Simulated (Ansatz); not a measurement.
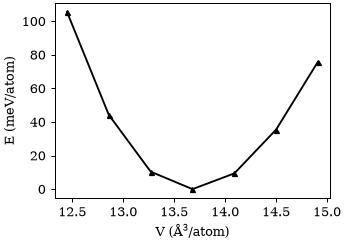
Fig. 1. PW (CsCl type, Pm-3m) under volume change, PBE in the plane-wave PAW code Ansatz, scaled uniformly.

Q: What does a third-order Birch–Murnaghan fit give for V₀, B₀ and B′?

A: V₀ = 13.68 Å³/atom, B₀ = 257 GPa, B′ = 4.5.

A made-up cell: these elements were put on the sites of a structure type; neither database checked (COD, Materials Project) lists it. COD files the formula under space group No. 62. Its standing as an ambient phase is unchecked. The cell was relaxed with PBE under the symmetry of its start; its stability against distortions is not shown here. The run is not spin-polarised. Scalar-relativistic: spin–orbit coupling is off unless named, which matters more the heavier the elements.

Potentials: the earlier of the program's two PAW sets.
